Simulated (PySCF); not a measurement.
# C$_{5}$H$_{7}$F$_{4}$P (SMILES CC(C)/C(F)=P/C(F)(F)F): what the fields show

```yaml
atoms:
  - { symbol: C, position_ang: [-1.7972, 1.0633, 0.1961] }
  - { symbol: C, position_ang: [-0.9965, -0.2032, 0.5177] }
  - { symbol: C, position_ang: [-1.5012, -1.4129, -0.2540] }
  - { symbol: C, position_ang: [0.4607, 0.0637, 0.3177] }
  - { symbol: F, position_ang: [0.8947, 1.0384, 1.1089] }
  - { symbol: P, position_ang: [1.4539, -0.7341, -0.7964] }
  - { symbol: C, position_ang: [3.0544, 0.2296, -0.4586] }
  - { symbol: F, position_ang: [3.5052, 0.0853, 0.7883] }
  - { symbol: F, position_ang: [2.9368, 1.5366, -0.6972] }
  - { symbol: F, position_ang: [3.9973, -0.2432, -1.2827] }
  - { symbol: H, position_ang: [-2.8588, 0.9124, 0.4404] }
  - { symbol: H, position_ang: [-1.7201, 1.3020, -0.8762] }
  - { symbol: H, position_ang: [-1.4298, 1.9256, 0.7690] }
  - { symbol: H, position_ang: [-1.1006, -0.4010, 1.6026] }
  - { symbol: H, position_ang: [-1.3944, -1.2650, -1.3405] }
  - { symbol: H, position_ang: [-2.5686, -1.5734, -0.0430] }
  - { symbol: H, position_ang: [-0.9577, -2.3291, 0.0203] }
```

Geometry: PBE0-D3(BJ)/def2-SVP.

The calculation used PySCF 2.14.0, PBE0/pcSseg-1, SCF density, gas phase, non-relativistic.

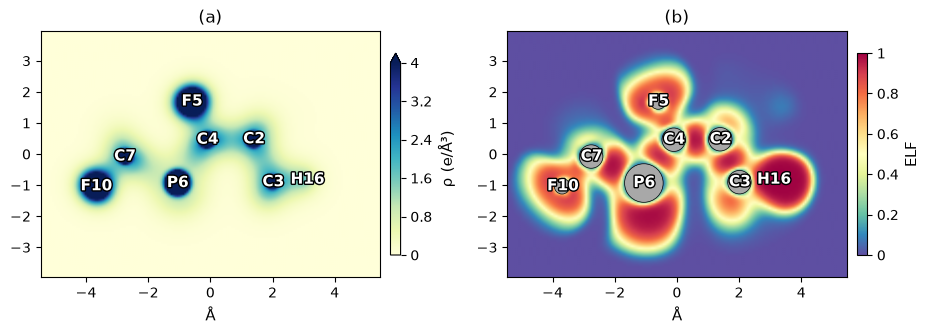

Figure 1. (a) total electron density; (b) electron localisation function on the plane of atoms C2, C4 and F5. Grey discs cover the atomic cores in the ELF map.

Describe what can be read from this map.

- Atoms in the plane: C, F, P and H.
- C–F (1.33 Å): ρ at the midpoint is about 2.4 e/Å³; the ELF peaks at about 0.85 between the atoms, as expected for a polar covalent bond.
- C–C (1.49 Å): ρ is about 1.8 e/Å³ halfway; the ELF peaks at about 0.95 between the atoms: a covalent bond.
- C–P (1.69 Å): ρ is about 1.4 e/Å³ halfway; the ELF peaks at about 0.95 between the atoms; localised, covalent bonding.
- C–H (1.10 Å): the density is about 1.9 e/Å³ at the midpoint; the ELF climbs to about 1 towards the hydrogen, as it does in any bond to H: an ordinary covalent bond to hydrogen.
- C–P (1.90 Å): ρ at the midpoint is about 1.1 e/Å³, with its minimum of 0.97 e/Å³ about 1.2 Å from C; the ELF peaks at about 1 between the atoms, as expected for a shared electron pair.
- The ELF also peaks beside P6, F10 and F5, away from the bonds: lone-pair regions.

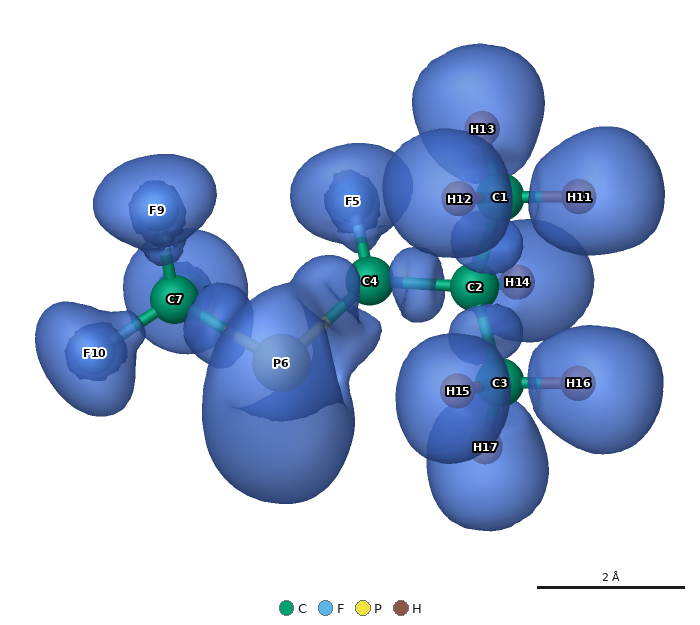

Figure 2. Isosurface of the ELF at 0.75 (blue), seen at a tilt. Core shells and regions of very low density are left out.

Identify the bonds, lone pairs and shells in this picture.

The ELF exceeds this value in three regions between bonded C–C atoms (shared pairs), one region between bonded C–P atoms (shared pairs), seven regions around hydrogen nuclei, four regions on F in which the atom's valence shell and bonds are merged and one region on P in which the atom's valence shell and bonds are merged.

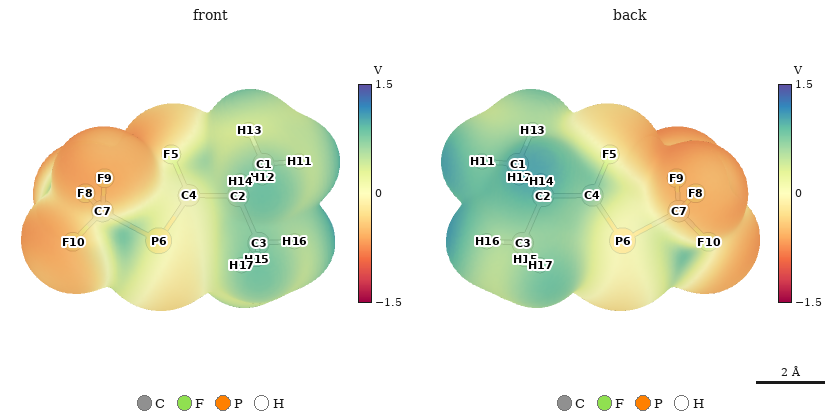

Figure 3. The electrostatic potential painted on the density surface at 0.002 e/bohr³, seen from the front and from behind; the colour scale runs from red (negative) to blue (positive).

Which sites attract a positive test charge, and which a negative one?

A positive charge is drawn to the negative regions and a negative charge to the positive ones. The most negative region (about −0.7 V, or −16 kcal/mol for a unit charge) lies over F5, F8 and F9, the most positive (about +1.0 V, or +23 kcal/mol for a unit charge) over H11, H14 and H16.
